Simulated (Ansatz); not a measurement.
# AlH5OSn: energy of protonation at one site

The task is the energy of protonation at one site, for AlH5OSn. SMILES: [OH][SnH2][AlH2].

Program: Ansatz 0.2.0 through its Python package. Level of theory: B3LYP/def2-SVP. These are calculated values, not measurements.

## 1. The system

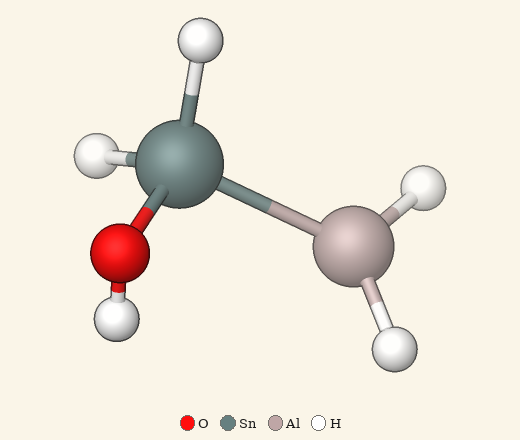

The structure that the script starts from, seen from a chosen angle (oxygen red, tin teal, aluminium light grey, hydrogen white).

The script holds or builds the structure itself.

## 2. Script

Contents of run_pa.py:

```python
'''Adding a proton to AlH5OSn.'''

import ansatz as az
from ase import Atoms
import numpy as np

atoms = Atoms(['O', 'Sn', 'Al', 'H', 'H', 'H', 'H', 'H'], positions=[
    (-2.0395, 0.4624, -0.6041),
    (-0.2202, 0.9531, -0.1471),
    (1.003, -1.2314, 0.6253),
    (-1.9347, -0.2335, -1.2594),
    (0.5958, 1.6118, -1.567),
    (-0.2052, 2.1498, 1.1474),
    (0.2849, -2.6252, 0.6768),
    (2.608, -1.1442, 1.0722),
])
alh5osn = az.Crystal.molecule_from_ase(atoms)

calc = (
    alh5osn.calculation()
    .basis(gaussian='def2-SVP')
    .functional('B3LYP')
)
symbols = [site.symbol for site in alh5osn.cartesian_sites]
start = np.array([site.position_ang for site in alh5osn.cartesian_sites], dtype=float)
summary = calc.relax(force_tolerance=0.01, max_steps=100).run(threads=1, pin='off').report
end = np.array(summary['positions_ang'])

# start the new hydrogen opposite the existing bonds
away = sum((end[0] - end[j]) / np.linalg.norm(end[0] - end[j]) for j in [1, 3]) + np.array([0.15, 0.1, -0.2])
proton = end[0] + 1.0 * away / np.linalg.norm(away)
acid = az.Crystal.molecule()
for symbol, place in zip(symbols, end):
    acid = acid.atom(symbol, place.tolist())
acid = acid.atom('H', proton.tolist())
protonated = acid.calculation()
protonated = protonated.basis(gaussian='def2-SVP')
protonated = protonated.functional('B3LYP')
protonated = protonated.charge(1)
protonated = protonated.relax(force_tolerance=0.01, max_steps=80)
after = protonated.run(threads=1, pin='off').report
xyz = np.array(after['positions_ang'])
reach = np.linalg.norm(xyz[:-1] - xyz[-1], axis=1)
print(f'base {summary["free_energy_ev"]:.5f} eV, protonated {after["free_energy_ev"]:.5f} eV')
print(f'the proton ends {reach.min():.3f} A from {symbols[reach.argmin()]}{reach.argmin()}')
print(f'electronic proton affinity {(summary["free_energy_ev"] - after["free_energy_ev"]):.3f} eV')
```

## 3. The input behind the calls

The engine receives this input (first run):

```yaml
crystal:
  periodic: [false, false, false]
  atoms:
    - { symbol: O, position_ang: [-2.0395, 0.4624, -0.6041] }
    - { symbol: Sn, position_ang: [-0.2202, 0.9531, -0.1471] }
    - { symbol: Al, position_ang: [1.003, -1.2314, 0.6253] }
    - { symbol: H, position_ang: [-1.9347, -0.2335, -1.2594] }
    - { symbol: H, position_ang: [0.5958, 1.6118, -1.567] }
    - { symbol: H, position_ang: [-0.2052, 2.1498, 1.1474] }
    - { symbol: H, position_ang: [0.2849, -2.6252, 0.6768] }
    - { symbol: H, position_ang: [2.608, -1.1442, 1.0722] }
basis:
  gaussian:
    orbitals: def2-SVP
hamiltonian:
  xc: b3lyp
relax:
  f_tol: 0.01
  max_steps: 100
```

## 4. The run

Launch:

```sh
$ python run_pa.py
```

What it wrote:

```text
base -14555.05606 eV, protonated -14564.90876 eV
the proton ends 0.972 A from O0
electronic proton affinity 9.853 eV
```

Wall time 2.6 min (1 thread of Arm Neoverse V1, shared host); peak memory 0.26 GiB.

## 5. What changed from run to run

The engine's inputs for the other runs:

Run 2, against run 1:

```diff
@@ -4,8 +4,9 @@
-    - { symbol: O, position_ang: [-2.0395, 0.4624, -0.6041] }
-    - { symbol: Sn, position_ang: [-0.2202, 0.9531, -0.1471] }
-    - { symbol: Al, position_ang: [1.003, -1.2314, 0.6253] }
-    - { symbol: H, position_ang: [-1.9347, -0.2335, -1.2594] }
-    - { symbol: H, position_ang: [0.5958, 1.6118, -1.567] }
-    - { symbol: H, position_ang: [-0.2052, 2.1498, 1.1474] }
-    - { symbol: H, position_ang: [0.2849, -2.6252, 0.6768] }
-    - { symbol: H, position_ang: [2.608, -1.1442, 1.0722] }
+    - { symbol: O, position_ang: [-2.052808768150092, 0.5528844521913158, -0.44259118654919877] }
+    - { symbol: Sn, position_ang: [-0.08549172790205255, 0.9539486357970031, -0.21074609351794832] }
+    - { symbol: Al, position_ang: [1.1306131491069555, -1.2817486687291009, 0.6451107656242907] }
+    - { symbol: H, position_ang: [-2.1921273356345945, -0.21387277497055757, -1.015566819521257] }
+    - { symbol: H, position_ang: [0.4970398389181057, 1.5840554069173238, -1.7204011580348544] }
+    - { symbol: H, position_ang: [-0.1580408678022719, 2.2609292247126906, 0.9088578267869553] }
+    - { symbol: H, position_ang: [0.5821515746351801, -2.686002521769584, 0.14400679674629027] }
+    - { symbol: H, position_ang: [2.37076413682877, -1.2273937541490898, 1.6354298684657225] }
+    - { symbol: H, position_ang: [-2.7252655665704935, 1.2401029780066348, -0.16775932516045144] }
@@ -16,0 +18 @@
+total_charge: 1.0
@@ -19 +21 @@
-  max_steps: 100
+  max_steps: 80
```

## 6. What the script built

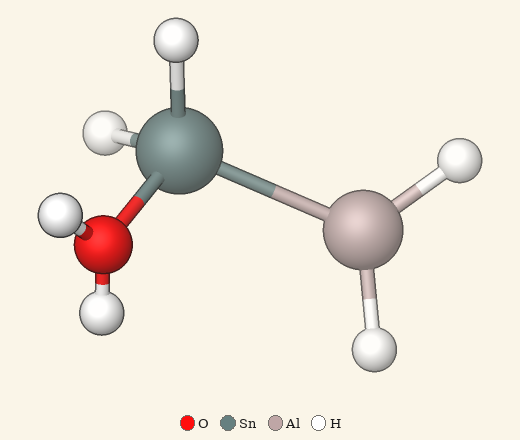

The system of run 2 as the script built it (9 atoms; oxygen red, tin teal, aluminium light grey, hydrogen white).

## 7. Run by run

From the records of these 2 runs:

```
run              system  relax.max_steps  energy (eV)  SCF cycles in all  CPU time (s)
  1             AlH5OSn              100  -14555.0561                157            84
  2  AlH6OSn, charge +1               80  -14564.9088                134            73
```

Totals carry meaning only in balanced differences at one level of theory.

## 8. The relaxation of run 1, step by step

Step by step:

```
step  E - E(step 1) (eV)  largest force component (eV/Å)
   1              0.0000                          2.1801
   2             -0.2219                          0.6649
   3             -0.2429                          0.2644
   4             -0.2459                          0.1836
   5             -0.2480                          0.0581
   6             -0.2501                          0.0175
   7             -0.2476                          0.2570
   8             -0.2502                          0.0533
   9             -0.2517                          0.0172
  10             -0.2515                          0.1137
  11             -0.2525                          0.0360
  12             -0.2519                          0.1061
  13             -0.2530                          0.0276
  14             -0.2533                          0.0278
  15             -0.2537                          0.0414
  16             -0.2539                          0.0512
  17             -0.2541                          0.0429
  18             -0.2543                          0.0179
  19             -0.2543                          0.0262
  20             -0.2544                          0.0121
  21             -0.2544                          0.0102
  22             -0.2544                          0.0073
```

Step 1 is the start. Steps 7, 10, 12 were tried and not accepted.

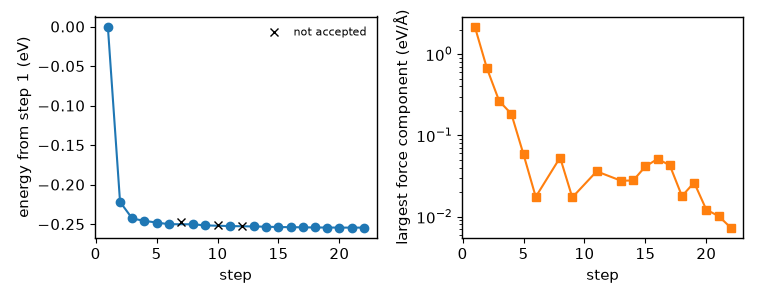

Energy and largest force along the relaxation.

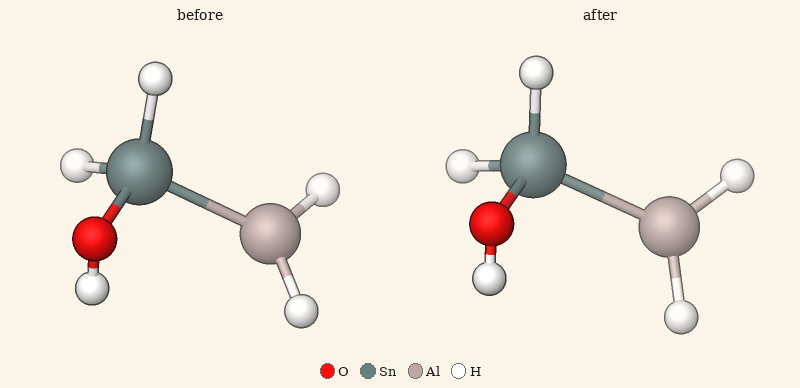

The structure before (left) and after (right) the relaxation, drawn at the same scale.

Before: Bond lengths: O1–Sn2 1.939 Å, Sn2–Al3 2.620 Å, O1–H4 0.962 Å, Sn2–H5 1.765 Å, Sn2–H6 1.763 Å, Al3–H7 1.569 Å, Al3–H8 1.668 Å. Angles: O1–Sn2–Al3 107.2°, O1–Sn2–H5 109.8°, O1–Sn2–H6 110.7°, Al3–Sn2–H5 109.4°, Al3–Sn2–H6 110.2°, H5–Sn2–H6 109.5°, Sn2–O1–H4 104.0°, Sn2–Al3–H7 122.5°, Sn2–Al3–H8 119.0°, H7–Al3–H8 118.6°.

After: Bond lengths: O1–Sn2 2.021 Å, Sn2–Al3 2.685 Å, O1–H4 0.967 Å, Sn2–H5 1.737 Å, Sn2–H6 1.722 Å, Al3–H7 1.589 Å, Al3–H8 1.588 Å. Angles: O1–Sn2–Al3 108.2°, O1–Sn2–H5 107.4°, O1–Sn2–H6 100.6°, Al3–Sn2–H5 115.3°, Al3–Sn2–H6 116.3°, H5–Sn2–H6 107.7°, Sn2–O1–H4 111.4°, Sn2–Al3–H7 118.6°, Sn2–Al3–H8 121.6°, H7–Al3–H8 119.8°.

## 9. The relaxation of run 2, step by step

Step by step:

| step | E - E(step 1) (eV) | largest force component (eV/Å) |
| --- | --- | --- |
| 1 | 0.0000 | 3.8141 |
| 2 | -0.6301 | 0.8285 |
| 3 | -0.7095 | 1.0923 |
| 4 | -0.7693 | 1.0368 |
| 5 | -0.7939 | 0.3388 |
| 6 | -0.7934 | 0.2936 |
| 7 | -0.8020 | 0.0616 |
| 8 | -0.8041 | 0.0290 |
| 9 | -0.8023 | 0.3167 |
| 10 | -0.8041 | 0.0423 |
| 11 | -0.8045 | 0.0051 |
| 12 | -0.8050 | 0.0445 |
| 13 | -0.8049 | 0.0381 |
| 14 | -0.8052 | 0.0116 |
| 15 | -0.8052 | 0.0161 |
| 16 | -0.8053 | 0.0110 |
| 17 | -0.8053 | 0.0086 |

Step 1 is the start. Steps 6, 9, 10, 13 were tried and not accepted.

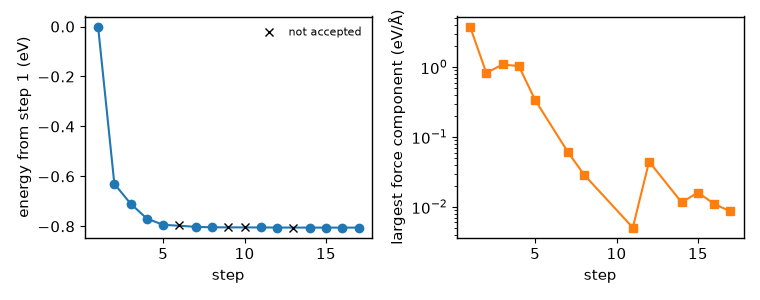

Energy and largest force along the relaxation.

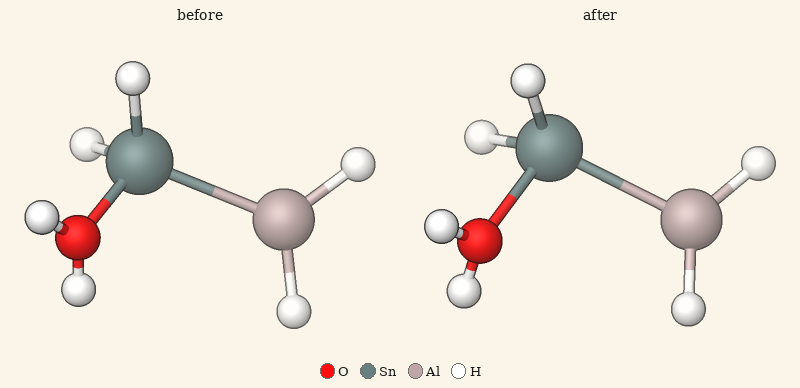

The structure before (left) and after (right) the relaxation, drawn at the same scale.

Before: Bond lengths: O1–Sn2 2.021 Å, Sn2–Al3 2.685 Å, O1–H4 0.967 Å, Sn2–H5 1.737 Å, Sn2–H6 1.722 Å, Al3–H7 1.589 Å, Al3–H8 1.588 Å, O1–H9 1.000 Å. Angles: O1–Sn2–Al3 108.2°, O1–Sn2–H5 107.4°, O1–Sn2–H6 100.6°, Al3–Sn2–H5 115.3°, Al3–Sn2–H6 116.3°, H5–Sn2–H6 107.7°, Sn2–O1–H4 111.4°, Sn2–O1–H9 119.1°, H4–O1–H9 127.6°, Sn2–Al3–H7 118.6°, Sn2–Al3–H8 121.6°, H7–Al3–H8 119.8°.

After: Bond lengths: O1–Sn2 2.294 Å, Sn2–Al3 2.740 Å, O1–H4 0.972 Å, Sn2–H5 1.719 Å, Sn2–H6 1.718 Å, Al3–H7 1.571 Å, Al3–H8 1.568 Å, O1–H9 0.972 Å. Angles: O1–Sn2–Al3 101.3°, O1–Sn2–H5 95.2°, O1–Sn2–H6 89.9°, Al3–Sn2–H5 125.2°, Al3–Sn2–H6 123.9°, H5–Sn2–H6 107.8°, Sn2–O1–H4 124.5°, Sn2–O1–H9 121.2°, H4–O1–H9 107.5°, Sn2–Al3–H7 112.7°, Sn2–Al3–H8 113.7°, H7–Al3–H8 133.5°.

## 10. Outcome

| quantity | value |
| --- | --- |
| electronic proton affinity | 9.853 eV |
| runs compared | 2 |
| moves of the relaxation of run 1 | 18 |
| energy gained in run 1 | 0.254 eV |
| last largest force component of run 1 | 0.0073 eV/Å |
| moves of the relaxation of run 2 | 12 |
| energy gained in run 2 | 0.805 eV |
| last largest force component of run 2 | 0.0086 eV/Å |

**Reading.** Run 1: After 18 moves the largest shift is 0.617 Å, of atom 8 (H). Run 2: The relaxation took 12 moves; the largest shift is 0.458 Å, of atom 7 (H). Reading the output:
- The proton is put on one chosen atom, which needn't be the most basic site, so the molecule's proton affinity can be higher; the ends are stationary points, not checked by frequencies, and zero-point and thermal terms count only where printed.
- def2 sets replace the cores of elements past krypton by effective core potentials.
- b3lyp holds the VWN-RPA fit, as in Gaussian; the form of ORCA and Turbomole is b3lyp5.
